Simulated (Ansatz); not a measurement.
System: MgCdSe.

```
Mg Cd Se
1.0
     4.72565    0.00000    0.00000
    -2.36282    4.09253    0.00000
     0.00000    0.00000    3.71822
Mg Cd Se
1 1 1
Cartesian
  2.3628 1.3642 1.8591
  0.0000 2.7284 0.0000
  0.0000 0.0000 0.0000
```

Space group P-6m2; a structure generated by program, which may or may not match a known phase.

The calculation used DFT PBE, scalar-relativistic, plane waves, PAW in Ansatz.

Question: Predict the valence pseudo-density and electron localisation function between the atoms.

Answer: Cd–Se (2.73 Å): the density is about 0.31 e/Å³ at the midpoint; the ELF is about 0.30 at the midpoint and 0.15 at its lowest between the atoms.
Mg–Se (3.30 Å): the density is about 0.11 e/Å³ at the midpoint, with its minimum of 0.08 e/Å³ about 1.2 Å from Mg; the ELF is about 0.35 at the midpoint.

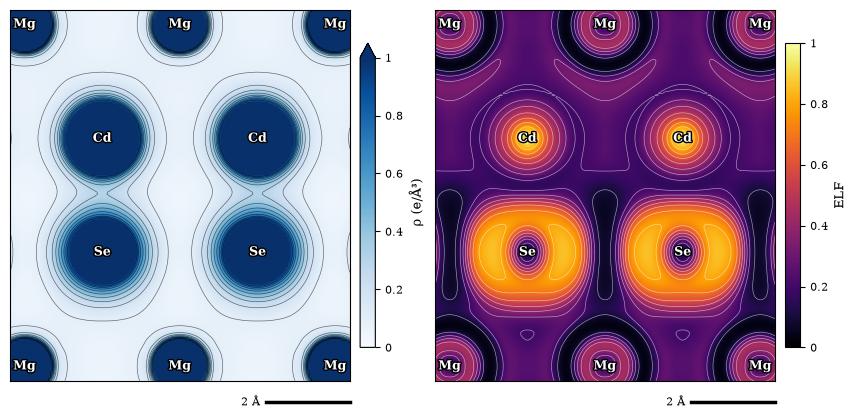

Computed valence pseudo-density and electron localisation function on the (110) plane of the conventional cell, in this order. 

Core electrons are frozen (PAW), and the valence fields are smoothed inside the atomic spheres.
